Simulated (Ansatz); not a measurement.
# The arsenene bilayer (AB) between two gates, part 2 of 3

How do the bands of the arsenene bilayer (AB) follow a displacement field between two gates?

Ansatz 0.2.0; plane-wave DFT, PBE-D3(BJ), Ansatz PAW (the session's first sound run).

So far. Step 2 (Relaxing the slab): The lattice constant a goes from 3.610 to 3.669 Å.

### 3. Gated layer, displacement field 0

h

The slab is cut off from its images along the normal. Two sheets of opposite charge stand for the gates, so the stack stays neutral in a displacement field; barriers ahead of the sheets keep electrons from leaking to them. The uncharged case sets the zero.

The cell differs from the one that the last finished run ended in (c 35.400 → 40.726 Å).

Input file input.yaml:

```yaml
crystal:
  lattice:
    - [3.6694493422, 0.0, 0.0]
    - [-1.8347246711, 3.1778363483, 0.0]
    - [0.0, 0.0, 40.7258708421]
  atoms:
    - { symbol: As, position: [0.6666666667, 0.3333333333, 0.4395240576] }
    - { symbol: As, position: [0.3333333333, 0.6666666667, 0.4725683684] }
    - { symbol: As, position: [0.0, 0.0, 0.5274316316] }
    - { symbol: As, position: [0.6666666667, 0.3333333333, 0.5604759424] }
  periodic: [true, true, false]
  symmetry: { detect: true }
kpoints:
  mp_grid: { grid: [48, 48, 1] }
  band_path:
    path: [[0, 0, 0], [0.5, 0, 0], [0.33333333, 0.33333333, 0], [0, 0, 0]]
    npoints: 16
hamiltonian:
  xc: pbe
  dispersion: d3bj
scf:
  occupations: { method: fermi_dirac, width: 0.02585 }
  convergence: { dr2_threshold: 1.0e-10 }
output:
  forces: true
  eigenvalues: true
  dos: { projected: true, e_range: [-3, 3], de: 0.01 }
  write_potential: true
  write_density: true
  volumetric_format: npy
  elf: true
external_charges:
  - { charge: 0, barrier: 10, axis: 3, height: 25.826, sigma: 0.25 }
  - { charge: 0, barrier: 10, axis: 3, height: 14.9, sigma: 0.25 }
```

Run with:

```console
ansatz run input.yaml --threads 8 --pin off --max-ram 12288MiB --backend cpu --events-out ev --progress --plain --runs-dir out
```

Numbers of over 12 decimals in the logs are rounded to 6 here.

Output:

```text
[...]
Crystal: 4 atoms, lattice volume = 474.901 Å³
Basis set: ecut = 420 eV, 9245 PW (Γ), exchange–correlation on 50×50×576 points (8 copies of the dense FFT grid, shifted against one another)
Bands: 36, of which v1, the nominal top of the filled ones, is band 30 counted from 1 (29 counted from 0)
Symmetry: 6 space group operations
k-points: 217 of 2304 (time reversal used)
[...]
SCF iter   1: F=—  HF=-19425.633051 eV  |F-HF|=—  |Δ(HF+E_count)|=         —  Δρ=1.13e-3  dr2=1.25e-2  ethr=1.77e-3  ⟨swp⟩=16.3  Hψ=52275  notcnv=0  defer=1
[...]
SCF iter  11: F=-19425.626153 eV  HF=-19425.626153 eV  |F-HF|=5.06e-10  |Δ(HF+E_count)|=   1.33e-9  Δρ=6.24e-8  dr2=2.29e-11  ethr=1.00e-12  ⟨swp⟩=18.8  Hψ=58649  notcnv=0
SCF 1 converged in 11 iterations: F = -19425.626153 eV  dr2 = 2.29e-11
[...]
NSCF: frozen V_eff on 49 k-points
SCF converged after 11 iterations
Free energy (F): -19425.626153 eV
[...]
Internal energy: -19425.625407 eV  (E = F + TS)
E sigma→0 (E₀):  -19425.625780 eV
Entropy (-TS):   -0.000746 eV (-0.187 meV/atom)
Fermi energy:    -3.972920 eV
[...]
--- Forces (eV/Å), atoms and charges each counted from 1 ---
  atom   1  As    -0.00000000     0.00000000     0.03872727
  atom   2  As     0.00000000     0.00000000     0.01309063
  atom   3  As     0.00000000    -0.00000000    -0.01308718
  atom   4  As     0.00000000    -0.00000000    -0.03871534
  external charge   1     0.00000000     0.00000000     0.04391975
  external charge   2     0.00000000     0.00000000    -0.04393521
  max |Σ_I F_I| component, the external charges' with the atoms': 8.34e-8 eV/Å
--- Band table (eV; the first three rows and the last of 217) ---
  k-point 0: bands = [... 26 lower, -5.6991, -5.5137, -5.5137, -4.4167, -3.8306, -2.5654, -2.5654, -1.9576, ... 2 higher]
  k-point 1: bands = [... 26 lower, -5.7217, -5.5807, -5.5166, -4.3640, -3.7508, -2.6307, -2.5517, -1.8896, ... 2 higher]
  k-point 2: bands = [... 26 lower, -5.7828, -5.7419, -5.5305, -4.2404, -3.5616, -2.7523, -2.5120, -1.7661, ... 2 higher]
  k-point 216: bands = [... 26 lower, -7.9482, -7.3460, -7.3460, -6.6375, -2.7896, -2.7896, -1.7254, 0.0518, ... 2 higher]
```

Wall time 73 s (8 threads of Arm Neoverse V1, shared host); peak memory 2.8 GiB.

In the SCF lines HF is the Harris–Foulkes energy and dr2 the Hartree energy of the density residual, in eV; the loop may stop once dr2 is under the threshold and the program's other checks hold. Hψ counts applications of the Hamiltonian.

Numbers from this step:

```yaml
energy_at_zero_smearing: -19425.6258 eV
gap_along_the_path: 0.09533 eV
smallest_direct_gap_along_the_path: 0.5861 eV
gap_width: 0.08635 eV
potential_beyond_the_upper_barrier_and_gate_less_the_barrier_from_the_fermi_level: 3.973 eV
```

Running mean over a fixed 2.7 Å (it still follows the layers) of the planar mean; beyond a gate it holds the 10 eV model barrier. The electron's electrostatic potential energy less the Fermi level by z:

```
z (Å)  electron's electrostatic potential energy less the Fermi level (eV)
    4                                                                 14.0
    6                                                                 14.0
    8                                                                 14.0
   10                                                                 14.0
   12                                                                 14.0
   14                                                                 12.3
   16                                                                 3.90
   18                                                                -2.91
   20                                                                -2.34
   22                                                                -3.63
   24                                                                 1.12
   26                                                                 9.60
   28                                                                 14.0
   30                                                                 14.0
   32                                                                 14.0
   34                                                                 14.0
   36                                                                 14.0
```

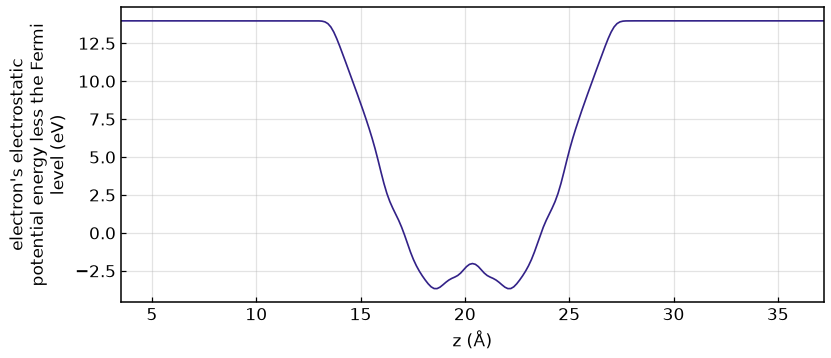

Electron's electrostatic potential energy less the Fermi level, plotted against z.

The density of states has structure finer than the step of the table below, so its rows give means over 0.25 eV, whole bins alone (the curve runs from -3 to 2.04 eV). Peaks (eV: height): -2.920: 6.19, -2.670: 4.96, -1.950: 8.62, 0.920: 5.10, 1.410: 5.11, 1.650: 5.87, 2.010: 4.47.

The density of states by energy, zero at the Fermi level of the run, which the smearing sets inside the gap; means over each step:

```
energy (eV)  density of states (states/eV a cell)
      -2.75                                  2.85
      -2.50                                  2.06
      -2.25                                  2.12
      -2.00                                  3.30
      -1.75                                  2.30
      -1.50                                  1.66
      -1.25                                 0.923
      -1.00                                 0.538
      -0.75                                 0.414
      -0.50                                 0.358
      -0.25                                 0.426
       0.00                                 0.519
       0.25                                 0.971
       0.50                                 0.918
       0.75                                  2.35
       1.00                                  3.51
       1.25                                  2.40
       1.50                                  3.95
       1.75                                  4.44
```

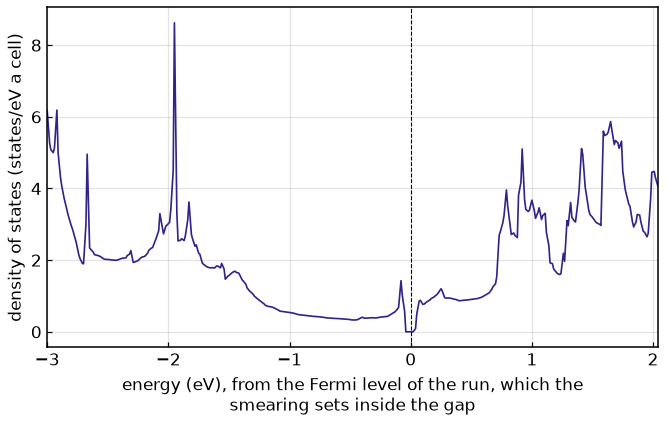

Density of states, plotted against energy.

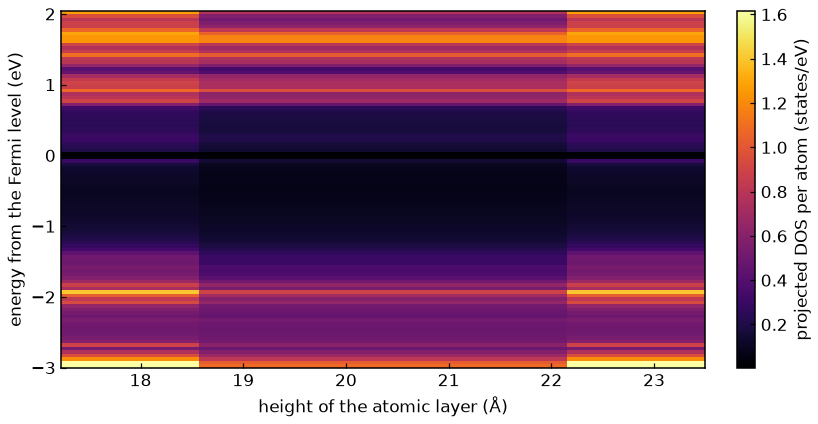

Projected DOS per atom over height of the atomic layer and energy from the Fermi level. Layers: As As As As from below.

Electronic bands along the path, in eV, zero at the Fermi level of the run, which the smearing sets inside the gap:

```csv
point,band 27,band 28,band 29,band 30,band 31,band 32,band 33,band 34
Γ,-1.73,-1.54,-1.54,-0.44,0.14,1.41,1.41,2.02
M,-3.75,-3.44,-3.06,-1.93,0.24,1.06,1.65,2.14
K,-3.98,-3.37,-3.37,-2.66,1.18,1.18,2.25,4.02
Γ,-1.73,-1.54,-1.54,-0.44,0.14,1.41,1.41,2.02
```

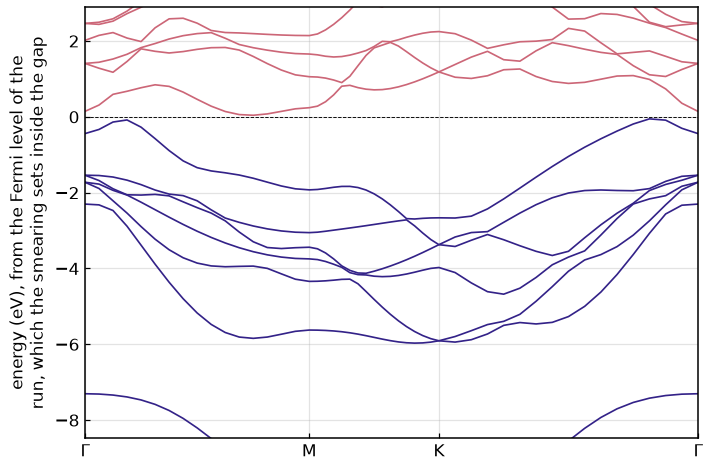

Electronic bands along the path; lines of filled and empty bands in two colours.

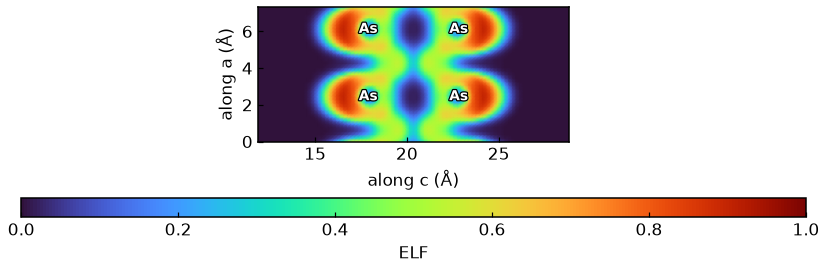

ELF in the ca plane at fractional y = 0.333, with atoms of As within 0.2 Å of it. It is the smooth field of the valence electrons, not physical close to the nuclei. The far vacuum is left out of the map.

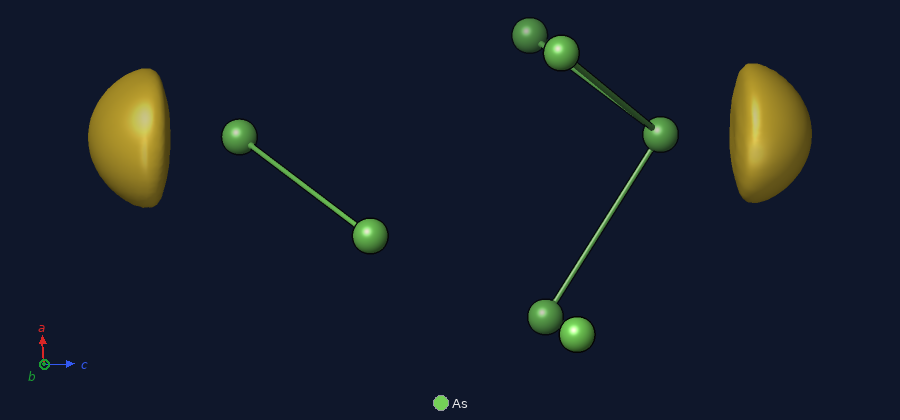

Surface of ELF = 0.82. Bonds to atoms that aren't drawn are left out.

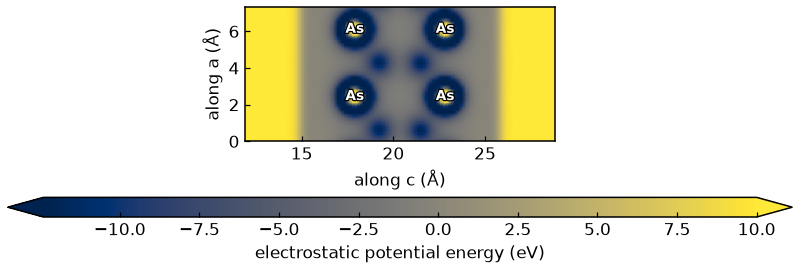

Electrostatic potential energy in the ca plane at fractional y = 0.333, with atoms of As within 0.2 Å of it. With pseudopotentials it is smooth inside the atoms' cores, unlike the true potential. The far vacuum is left out of the map.

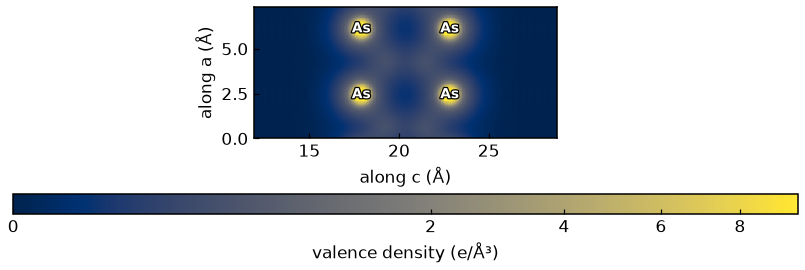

Valence density in the ca plane at fractional y = 0.333, with atoms of As within 0.2 Å of it. It is the smooth field of the valence electrons, not physical close to the nuclei. The colour scale is stretched toward low values. The far vacuum is left out of the map.

The gap, the smaller of path and mesh, is 0.086 eV.

### 4. Gated layer, displacement field 1.81 V/nm

input.yaml: that of step 3 with these lines changed.

```diff
@@ -26,3 +26,2 @@
   eigenvalues: true
-  dos: { projected: true, e_range: [-3, 3], de: 0.01 }
   write_potential: true
@@ -30,5 +29,6 @@
   volumetric_format: npy
-  elf: true
 external_charges:
   - { charge: 0, barrier: 10, axis: 3, height: 25.826, sigma: 0.25 }
+  - { charge: -0.011661, axis: 3, height: 27.326, sigma: 0.5 }
   - { charge: 0, barrier: 10, axis: 3, height: 14.9, sigma: 0.25 }
+  - { charge: 0.011661, axis: 3, height: 13.4, sigma: 0.5 }
```

Output:

```text
[...]
Crystal: 4 atoms, lattice volume = 474.901 Å³
Basis set: ecut = 420 eV, 9245 PW (Γ), exchange–correlation on 50×50×576 points (8 copies of the dense FFT grid, shifted against one another)
Bands: 36, of which v1, the nominal top of the filled ones, is band 30 counted from 1 (29 counted from 0)
Symmetry: 6 space group operations
k-points: 217 of 2304 (time reversal used)
[...]
SCF iter  12: F=-19425.619658 eV  HF=-19425.619658 eV  |F-HF|=2.73e-10  |Δ(HF+E_count)|=  5.20e-10  Δρ=1.49e-7  dr2=9.69e-11  ethr=1.00e-12  ⟨swp⟩=18.5  Hψ=68601  notcnv=0
SCF 1 converged in 12 iterations: F = -19425.619658 eV  dr2 = 9.69e-11
[...]
SCF converged after 12 iterations
Free energy (F): -19425.619658 eV
[...]
Internal energy: -19425.618913 eV  (E = F + TS)
E sigma→0 (E₀):  -19425.619285 eV
Entropy (-TS):   -0.000746 eV (-0.186 meV/atom)
Fermi energy:    -3.974726 eV
[...]
--- Forces (eV/Å), atoms and charges each counted from 1 ---
  atom   1  As     0.00000000    -0.00000000     0.04916989
  atom   2  As     0.00000000     0.00000000     0.00516576
  atom   3  As    -0.00000000    -0.00000000    -0.02102020
  atom   4  As     0.00000000    -0.00000000    -0.02666749
  external charge   1     0.00000000     0.00000000     0.04074297
  external charge   2     0.00000000     0.00000000    -0.00105692
  external charge   3     0.00000000     0.00000000    -0.04738620
  external charge   4     0.00000000     0.00000000     0.00105260
  max |Σ_I F_I| component, the external charges' with the atoms': 4.04e-7 eV/Å
--- Band table (eV; the first three rows and the last of 217) ---
  k-point 0: bands = [... 26 lower, -5.7012, -5.5150, -5.5150, -4.4191, -3.8315, -2.5672, -2.5672, -1.9593, ... 2 higher]
  k-point 1: bands = [... 26 lower, -5.7238, -5.5819, -5.5180, -4.3664, -3.7518, -2.6325, -2.5535, -1.8913, ... 2 higher]
  k-point 2: bands = [... 26 lower, -5.7848, -5.7430, -5.5319, -4.2426, -3.5628, -2.7541, -2.5138, -1.7679, ... 2 higher]
  k-point 216: bands = [... 26 lower, -7.9502, -7.3538, -7.3415, -6.6389, -2.7998, -2.7832, -1.7274, 0.0392, ... 2 higher]
```

Run time: 78 s. Hardware: 8 threads; peak memory 2.8 GiB; 10 min of CPU time.

This step gave:

* energy at zero smearing: -19425.6193 eV
* gap along the path: 0.09529 eV
* smallest direct gap along the path: 0.5876 eV
* gap width: 0.08641 eV
* potential beyond the upper barrier and gate, less the barrier, from the Fermi level: 4.583 eV

Electronic bands along the path, in eV, zero at the Fermi level of the run, which the smearing sets inside the gap:

```
point  band 27  band 28  band 29  band 30  band 31  band 32  band 33  band 34
    Γ    -1.73    -1.54    -1.54    -0.44     0.14     1.41     1.41     2.02
    M    -3.75    -3.44    -3.06    -1.93     0.24     1.06     1.65     2.14
    K    -3.98    -3.38    -3.37    -2.66     1.17     1.19     2.25     4.01
    Γ    -1.73    -1.54    -1.54    -0.44     0.14     1.41     1.41     2.02
```

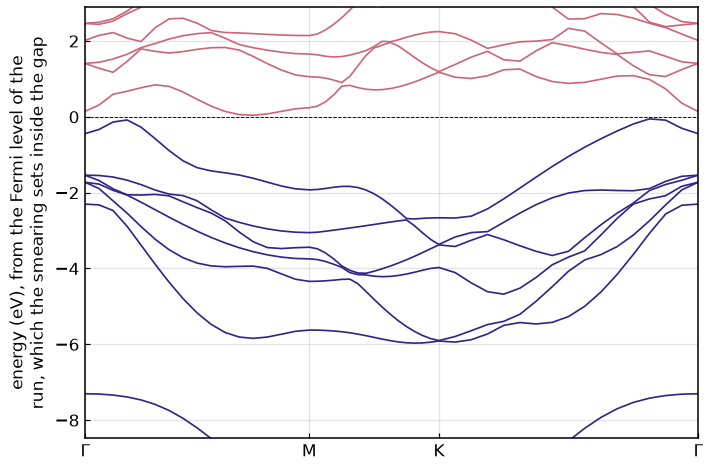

Electronic bands along the path; lines of filled and empty bands in two colours.

The gap, the smaller of path and mesh, is 0.086 eV.

### 5. Gated layer, displacement field -1.81 V/nm

input.yaml: that of step 4 with these lines changed.

```diff
@@ -31,4 +31,4 @@
   - { charge: 0, barrier: 10, axis: 3, height: 25.826, sigma: 0.25 }
-  - { charge: -0.011661, axis: 3, height: 27.326, sigma: 0.5 }
+  - { charge: 0.011661, axis: 3, height: 27.326, sigma: 0.5 }
   - { charge: 0, barrier: 10, axis: 3, height: 14.9, sigma: 0.25 }
-  - { charge: 0.011661, axis: 3, height: 13.4, sigma: 0.5 }
+  - { charge: -0.011661, axis: 3, height: 13.4, sigma: 0.5 }
```

Output:

```text
[...]
Crystal: 4 atoms, lattice volume = 474.901 Å³
Basis set: ecut = 420 eV, 9245 PW (Γ), exchange–correlation on 50×50×576 points (8 copies of the dense FFT grid, shifted against one another)
Bands: 36, of which v1, the nominal top of the filled ones, is band 30 counted from 1 (29 counted from 0)
Symmetry: 6 space group operations
k-points: 217 of 2304 (time reversal used)
[...]
--- Band table (eV; the first three rows and the last of 217) ---
  k-point 0: bands = [... 26 lower, -5.7012, -5.5149, -5.5149, -4.4191, -3.8315, -2.5671, -2.5671, -1.9593, ... 2 higher]
  k-point 1: bands = [... 26 lower, -5.7237, -5.5819, -5.5179, -4.3663, -3.7518, -2.6325, -2.5535, -1.8912, ... 2 higher]
  k-point 2: bands = [... 26 lower, -5.7848, -5.7430, -5.5319, -4.2425, -3.5628, -2.7541, -2.5138, -1.7679, ... 2 higher]
  k-point 216: bands = [... 26 lower, -7.9502, -7.3538, -7.3415, -6.6389, -2.7998, -2.7831, -1.7273, 0.0392, ... 2 higher]
[key lines of the parts left out:]
SCF converged after 12 iterations
Free energy (F): -19425.619659 eV
Fermi energy:    -3.974705 eV
```

Run time: 79 s. Hardware: 8 threads; peak memory 2.8 GiB; 10 min of CPU time.

The gap, the smaller of path and mesh, is 0.086 eV.

### 6. Gated layer, displacement field 3.62 V/nm

input.yaml: that of step 5 with these lines changed.

```diff
@@ -31,4 +31,4 @@
   - { charge: 0, barrier: 10, axis: 3, height: 25.826, sigma: 0.25 }
-  - { charge: 0.011661, axis: 3, height: 27.326, sigma: 0.5 }
+  - { charge: -0.023322, axis: 3, height: 27.326, sigma: 0.5 }
   - { charge: 0, barrier: 10, axis: 3, height: 14.9, sigma: 0.25 }
-  - { charge: -0.011661, axis: 3, height: 13.4, sigma: 0.5 }
+  - { charge: 0.023322, axis: 3, height: 13.4, sigma: 0.5 }
```

Output:

```text
[...]
Crystal: 4 atoms, lattice volume = 474.901 Å³
Basis set: ecut = 420 eV, 9245 PW (Γ), exchange–correlation on 50×50×576 points (8 copies of the dense FFT grid, shifted against one another)
Bands: 36, of which v1, the nominal top of the filled ones, is band 30 counted from 1 (29 counted from 0)
Symmetry: 6 space group operations
k-points: 217 of 2304 (time reversal used)
[...]
--- Band table (eV; the first three rows and the last of 217) ---
  k-point 0: bands = [... 26 lower, -5.7075, -5.5188, -5.5188, -4.4263, -3.8344, -2.5725, -2.5725, -1.9643, ... 2 higher]
  k-point 1: bands = [... 26 lower, -5.7299, -5.5856, -5.5219, -4.3733, -3.7549, -2.6378, -2.5589, -1.8964, ... 2 higher]
  k-point 2: bands = [... 26 lower, -5.7908, -5.7463, -5.5360, -4.2490, -3.5665, -2.7593, -2.5191, -1.7732, ... 2 higher]
  k-point 216: bands = [... 26 lower, -7.9562, -7.3650, -7.3403, -6.6431, -2.8137, -2.7804, -1.7332, 0.0229, ... 2 higher]
[key lines of the parts left out:]
SCF converged after 12 iterations
Free energy (F): -19425.600177 eV
Fermi energy:    -3.980128 eV
```

Elapsed: 79 s, on 8 threads; peak memory 2.8 GiB; 10 min of CPU time.

The gap, the smaller of path and mesh, is 0.087 eV.

### 7. Gated layer, displacement field -3.62 V/nm

input.yaml: that of step 6 with these lines changed.

```diff
@@ -26,2 +26,3 @@
   eigenvalues: true
+  dos: { projected: true, e_range: [-3, 3], de: 0.01 }
   write_potential: true
@@ -29,6 +30,7 @@
   volumetric_format: npy
+  elf: true
 external_charges:
   - { charge: 0, barrier: 10, axis: 3, height: 25.826, sigma: 0.25 }
-  - { charge: -0.023322, axis: 3, height: 27.326, sigma: 0.5 }
+  - { charge: 0.023322, axis: 3, height: 27.326, sigma: 0.5 }
   - { charge: 0, barrier: 10, axis: 3, height: 14.9, sigma: 0.25 }
-  - { charge: 0.023322, axis: 3, height: 13.4, sigma: 0.5 }
+  - { charge: -0.023322, axis: 3, height: 13.4, sigma: 0.5 }
```

Output:

```text
[...]
Crystal: 4 atoms, lattice volume = 474.901 Å³
Basis set: ecut = 420 eV, 9245 PW (Γ), exchange–correlation on 50×50×576 points (8 copies of the dense FFT grid, shifted against one another)
Bands: 36, of which v1, the nominal top of the filled ones, is band 30 counted from 1 (29 counted from 0)
Symmetry: 6 space group operations
k-points: 217 of 2304 (time reversal used)
[...]
--- Band table (eV; the first three rows and the last of 217) ---
  k-point 0: bands = [... 26 lower, -5.7074, -5.5187, -5.5187, -4.4263, -3.8343, -2.5725, -2.5725, -1.9643, ... 2 higher]
  k-point 1: bands = [... 26 lower, -5.7299, -5.5855, -5.5219, -4.3733, -3.7549, -2.6378, -2.5588, -1.8963, ... 2 higher]
  k-point 2: bands = [... 26 lower, -5.7908, -5.7463, -5.5360, -4.2490, -3.5664, -2.7593, -2.5191, -1.7732, ... 2 higher]
  k-point 216: bands = [... 26 lower, -7.9561, -7.3650, -7.3403, -6.6430, -2.8137, -2.7804, -1.7331, 0.0229, ... 2 higher]
[key lines of the parts left out:]
SCF converged after 12 iterations
Free energy (F): -19425.600178 eV
Fermi energy:    -3.980088 eV
```

The job ended after 81 s (8 threads; peak memory 2.8 GiB; 11 min of CPU time).

The gap, the smaller of path and mesh, is 0.087 eV.

(Continued in part 3 of 3.)

[Logs are printed without paths, hosts, clocks, repeated set-up lines and the standing remarks that a program may print on its own settings, such as how far it seeks lower states.]

[Hosts, paths, dates, database ids (printed as entryN), source tags and the programs' standing remarks are cut or masked in the printed files.]

[Maps of the electrostatic potential energy from Ansatz leave out the sawtooth potential of an applied field or a dipole correction, so their vacuum need not be flat; planar profiles and work functions include it.]
